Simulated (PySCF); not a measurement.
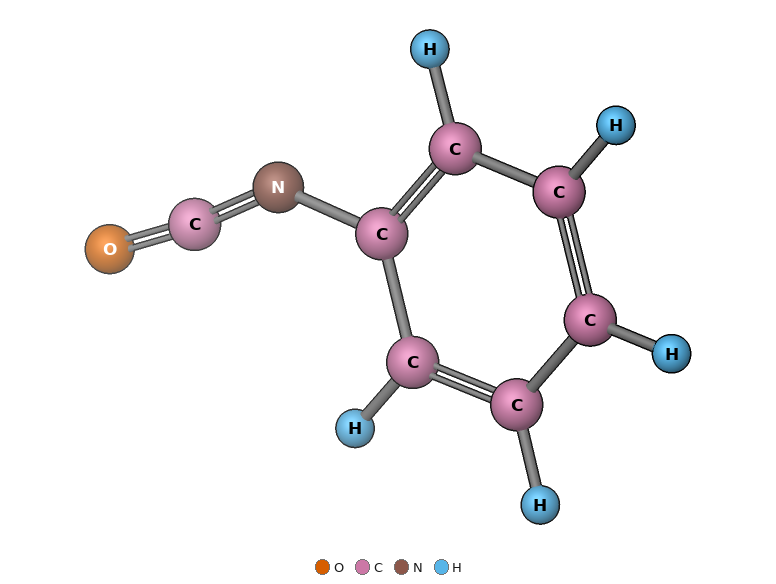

Orthographic view. Distant atoms are faded towards the background colour. The geometry was computed by an optimisation with PBE0-D3(BJ)/def2-TZVP. No frequency run is at hand to confirm it as a minimum.

**Write the InChI string.**

InChI=1S/C7H5NO/c9-6-8-7-4-2-1-3-5-7/h1-5H
